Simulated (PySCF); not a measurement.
## Electronic structure of C8H13NSi (SMILES C[Si](C)(C)c1cccnc1) in real space

The calculation's input:

```
{"job": {"xc": "B97-2", "basis": "pcSseg-1", "solvent": "chloroform", "kind": "nmr", "pop": true}, "charge": 0, "multiplicity": 1}
C     -2.264203     0.375399     0.857523
Si    -1.050534     0.047804    -0.577579
C     -1.187865     1.428477    -1.887165
C     -1.433453    -1.640428    -1.375793
C      0.718098     0.048417     0.115096
C      1.571833    -1.047454     0.028894
C      2.850029    -0.973411     0.557284
C      3.240457     0.209701     1.163558
N      2.449243     1.265194     1.258419
C      1.234722     1.177334     0.749659
H     -2.182577    -0.384055     1.629602
H     -2.073086     1.336599     1.324688
H     -3.292148     0.379396     0.507912
H     -2.183595     1.460986    -2.319014
H     -0.481882     1.279033    -2.698916
H     -0.985766     2.403782    -1.455056
H     -2.441921    -1.654760    -1.777201
H     -1.358899    -2.450079    -0.655990
H     -0.754989    -1.858984    -2.195002
H      1.237542    -1.956516    -0.450323
H      3.527253    -1.812525     0.500568
H      4.227428     0.324096     1.593578
H      0.629558     2.068978     0.854456
```

Command:

```sh
OMP_NUM_THREADS=1 python ens_run.py task.json out
```

Geometry: GFN2-xTB.

All numbers below come from PySCF 2.14.0, B97-2/pcSseg-1, SCF density, in a chloroform solvent model, non-relativistic.

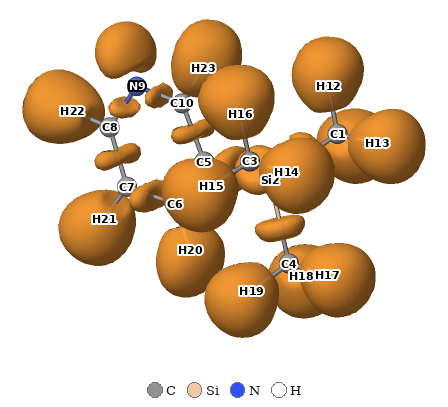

Figure 1. Isosurface of the electron localisation function at 0.85 (orange), seen at an oblique angle. Core shells and regions of very low density are left out.

Describe the localisation domains.

The surface consists of four regions between bonded C–C atoms (shared pairs), two regions between bonded C–N atoms (shared pairs), four regions between bonded C–Si atoms (shared pairs), 13 regions around hydrogen nuclei and one lobe on N, pointing away from the bonds (lone pairs). Profiles from the grid: C–N (1.32 Å): the ELF peaks at about 0.90 between the atoms (localised, covalent bonding). C–C (1.39 Å): the ELF peaks at about 0.95 between the atoms (localised, covalent bonding).

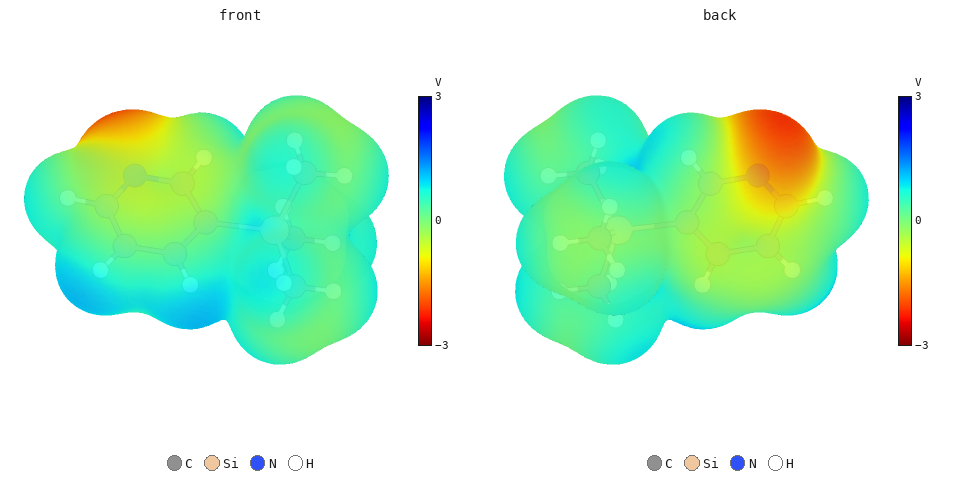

Figure 2. The molecular electrostatic potential painted on the density surface at 0.002 e/bohr³, seen from the front and from behind; the colour scale runs from red (negative) to blue (positive).

Where is the surface potential most negative and most positive?

The most negative region (about −2.2 V) lies over N9, the most positive (about +1.1 V) over H20 and H21. N9 is the likeliest acceptor of a hydrogen bond.
